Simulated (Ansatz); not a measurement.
# Amorphous Si10Al16O44

Preparation: random packing, a CHGNet melt and quench, and a DFT relaxation. O atoms were pushed apart under 1.9 Å during the dynamics, to hinder bonds among them. It is a model cell: composition and starting density were chosen by hand, and all elements were melted together. No dispersion term was used.

Methods: PBE, scalar-relativistic without spin-orbit coupling (Ansatz, an electronic-structure program); r2SCAN, scalar-relativistic without spin-orbit coupling (Ansatz); HSE06, scalar-relativistic without spin-orbit coupling (Ansatz). Geometry, pressure, stress and energy are those of the PBE run. Its sampling: a 2×2×2 Γ-centred mesh; Fermi-Dirac width 0.02 eV; no spin polarisation. Other functionals are single points at the zone centre (r2SCAN at 500 eV; exact exchange cut at the cell's faces), free to take moments where seeds were set. At PBE the levels at the filled edge of the gap are localised (band-tail or defect states), and the nearest spread-out levels lie 4.3 eV apart at the zone centre.

```yaml
number_of_atoms_in_the_cell: 70
Density (volume relaxed, without dispersion): 2.42 g/cm³
volume_per_atom: 13.87 Å³
Pressure on a 2×2×2 Γ-centred mesh: 0.02 GPa
Largest force and stress component on that mesh (the relaxation ran on the zone centre alone): 0.02 eV/Å and 0.0 GPa
Energy relative to corundum + alpha cristobalite (lowest mix at this level among the phases computed, not always the ambient ones): 0.188 eV/atom
Level gap on a 2×2×2 Γ-centred mesh (PBE): 3.92 eV
Level gap at the zone centre (PBE): 3.94 eV
Level gap at the zone centre (r2SCAN): 4.59 eV
Level gap at the zone centre (HSE06): 5.66 eV
```

Cut-offs for bonds: Si-Si 2.60 Å, Si-Al 2.55 Å, Si-O 1.96 Å, Al-Al 2.66 Å, Al-O 2.36 Å, O-O 1.58 Å. Two cations that share two anions don't count as bonded, nor two that share one unless they lie closer than Si-Si 2.38 Å, Si-Al 2.48 Å, Al-Al 2.59 Å.

The mean coordination of Si by anions comes out as 4.00 (10 with 4) and the mean coordination of Al by anions comes out as 4.44 (1 with 3, 8 with 4, 6 with 5, 1 with 6). The mean coordination of O is 2.52 (22 with 2, 21 with 3, 1 with 4) and the mean Al-O bond is 1.846 Å (spread 0.119 Å, 71 counted). The mean Si-O bond is 1.648 Å (spread 0.043 Å, 40 counted).

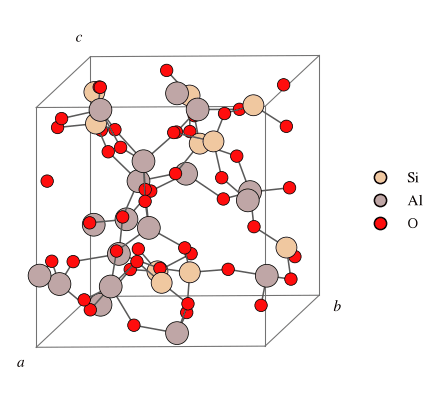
Fig. 1. The relaxed cell

Its density started from a set value of 2.42 g/cm³. The simulated quench (nominally 1100 K/ps over its main leg) is rapid and tends to freeze in more defects than a deposited or slowly cooled glass has. Values belong to this one cell and scatter from quench to quench. Volume and shape were free in the relaxation.
